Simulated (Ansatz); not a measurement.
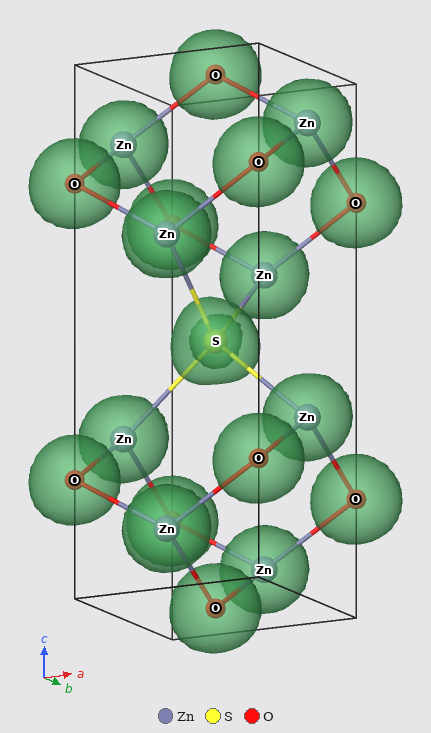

The picture shows: Zn4SO3. Isosurface of the valence electron density at 1 e/Å³ (green), seen at an oblique angle. Sticks mark near contacts.

Space group P-4m2; a structure generated by program, which may or may not match a known phase; changed on purpose from its base cell (volume × 0.94, shape and atoms relaxed); computed pressure about 7 GPa in this cell.

Method: Ansatz, DFT PBE, scalar-relativistic, plane waves, PAW.

The density is the valence pseudo-density of a PAW calculation; it isn't the true density close to the nuclei.

Q: Which contacts does the surface bridge?

A: At this value the density breaks into separate islands; it holds about 70 % of the electrons treated as valence. It bridges none of the near contacts. It is pinched off along the sampled Zn–O (1.98 Å) and Zn–S (2.25 Å) contacts. On the grid the lowest density along these lines, outside the cores, is 0.58 e/Å³ (Zn–O, 1.98 Å) and 0.56 e/Å³ (Zn–S, 2.25 Å).
